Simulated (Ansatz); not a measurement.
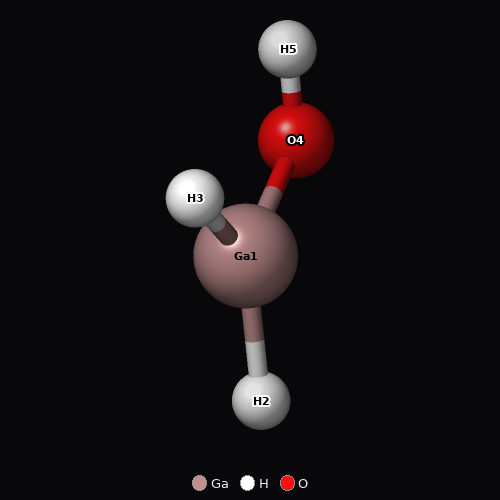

The system is GaH₃O with the probe H2; the picture shows it without the atoms that are moved over the map. The probe is moved over a plane parallel to the molecule's main plane, 1.70 Å above it. Coordinates scanned: (1) x of the probe's H atom; (2) y of the probe's H atom. Nothing is relaxed (molecule and probe rigid, the probe upright with H nearest the plane). Grid: 17 × 17 points. Points are written as (first, second). Energies: cm⁻¹, counted from molecule and probe far apart, each relaxed in its own basis (no counterpoise correction). The calculation used RKS PBE-D4/def2-SVPD in Ansatz.

Range: x of the probe's H atom from −3.12 to 3.12 Å; y of the probe's H atom from −3.12 to 3.12 Å.

> Predict the map.

The lowest grid point is at (0.78 Å, −2.73 Å), −355 cm⁻¹ from molecule and probe far apart, each relaxed in its own basis (no counterpoise correction). The energy also falls towards the edge at (−3.12 Å, 0.78 Å) (45 cm⁻¹ above the lowest), where a further well may lie outside the range. A higher local minimum lies near (1.56 Å, 2.34 Å) (73 cm⁻¹ above the lowest at that grid point). The highest grid point, (−0.39 Å, 0.00 Å), lies 3812 cm⁻¹ above the lowest.

| y of the probe's H atom ↓, x of the probe's H atom → | −3.12 | −2.34 | −1.56 | −0.78 | 0.00 | 0.78 | 1.56 | 2.34 | 3.12 |
| --- | --- | --- | --- | --- | --- | --- | --- | --- | --- |
| 2.73 | −190 | −222 | −107 | 14 | −82 | −236 | −246 | −177 | −111 |
| 1.95 | −261 | −180 | 300 | 776 | 485 | −57 | −268 | −248 | −178 |
| 1.17 | −310 | −130 | 641 | 1517 | 1265 | 519 | 123 | −115 | −195 |
| 0.39 | −281 | 32 | 1105 | 2890 | 2579 | 1811 | 1336 | 398 | −124 |
| −0.39 | −159 | 405 | 1424 | 2792 | 2729 | 2681 | 2114 | 646 | −108 |
| −1.17 | −119 | 460 | 1147 | 1247 | 1289 | 1585 | 1035 | 121 | −219 |
| −1.95 | −192 | 27 | 302 | 201 | 36 | 52 | −126 | −297 | −266 |
| −2.73 | −198 | −207 | −194 | −256 | −337 | −355 | −345 | −297 | −205 |

The table holds every second grid line.

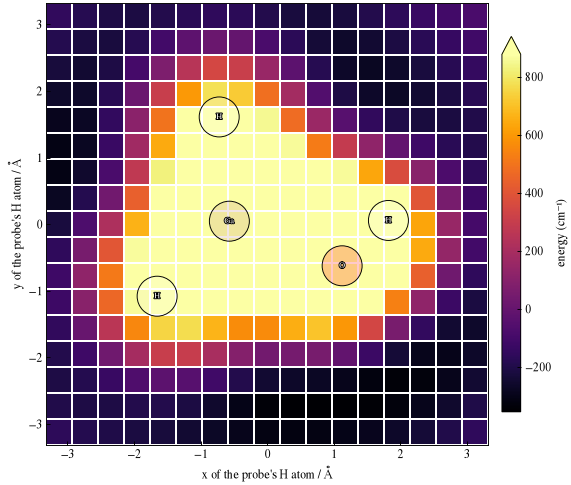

The picture shows one coloured cell a grid point, labelled circles for the molecule's atoms, projected on the plane, one colour for all values above the top of the scale.

Each point was launched as `ansatz run input.yaml --threads 1 --pin off --max-ram 2560MiB --backend cpu --events-out ev --progress --plain --runs-dir out`. The whole map (289 points run) took 13 min on 1 thread of Arm Neoverse V1 (shared host).
